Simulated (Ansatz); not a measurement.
# F2H2OSn: the cost of one run

Program: Ansatz 0.2.0. Level of theory: RKS PBE0-D4/def2-SVP. These are calculated values, not measurements.

### 1 The structure to begin with

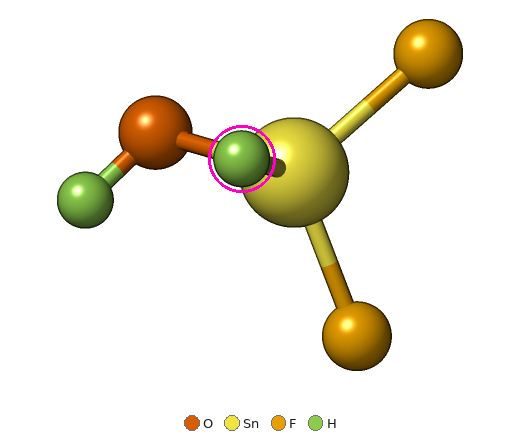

Start, viewed from a chosen angle; oxygen orange, tin yellow, fluorine amber, hydrogen green. Ringed: H6.

As a file:

```xyz
6

O     0.1036    0.7802   -1.3562
Sn    0.1478   -0.2529    0.2922
F     1.7796   -1.2564    0.3028
F    -1.2786   -1.4672    0.3538
H    -0.8049    1.3006   -1.3183
H     0.0946    0.8316    1.6795
```

### 2 Relaxing end A

input.yaml

```yaml
crystal:
  periodic: [false, false, false]
  atoms:
    - { symbol: O, position_ang: [0.1036, 0.7802, -1.3562] }
    - { symbol: Sn, position_ang: [0.1478, -0.2529, 0.2922] }
    - { symbol: F, position_ang: [1.7796, -1.2564, 0.3028] }
    - { symbol: F, position_ang: [-1.2786, -1.4672, 0.3538] }
    - { symbol: H, position_ang: [-0.8049, 1.3006, -1.3183] }
    - { symbol: H, position_ang: [0.0946, 0.8316, 1.6795] }
basis:
  gaussian: { orbitals: def2-SVP }
hamiltonian:
  xc: pbe0
  dispersion: d4
relax:
  f_tol: 0.02
  max_steps: 50
output:
  orbitals: {}
```

Started as:

```bash
$ ansatz run input.yaml --threads 1 --pin off --max-ram 2048MiB --backend cpu --events-out ev --progress --plain --runs-dir out
```

**Question.** How long does this run take on 1 thread of Intel Xeon Platinum 8559C (Emerald Rapids), shared host, and how much memory does it need?

About 33 s, with a peak of 0.17 GiB.
